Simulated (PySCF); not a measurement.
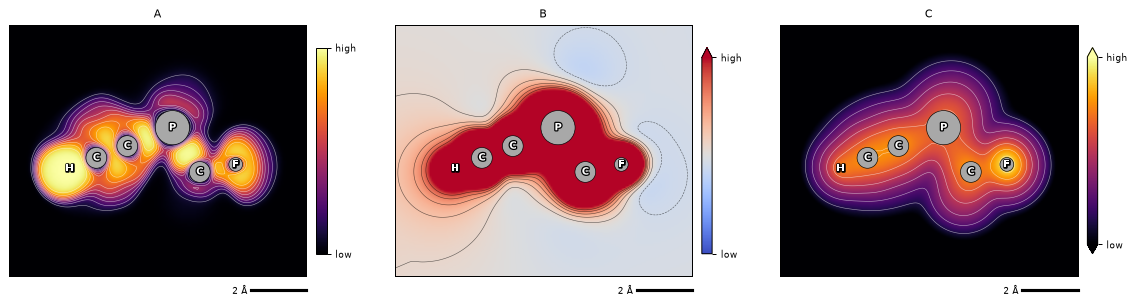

C₄H₄F₃OP: 3 fields on the plane of atoms C2, P3 and C6, with unlabelled colour scales. Grey discs cover the atomic cores.

Geometry: GFN2-xTB.

Theory: CAM-B3LYP/def2-SVPD, SCF density, gas phase in PySCF 2.14.0.

Question: Which field does each panel show? The fields are: electron density, electron localisation function and electrostatic potential.

Answer: Panel A: electron localisation function. Panel B: electrostatic potential (strongly positive close to the atoms and fading to about zero outside). Panel C: electron density. From the grid: C–C (1.20 Å): ρ is about 2.7 e/Å³ halfway; the ELF peaks at about 0.85 between the atoms: a multiple bond. C–F (1.34 Å): ρ is about 2.4 e/Å³ halfway; the ELF peaks at about 0.85 between the atoms; a shared but strongly polarised pair.
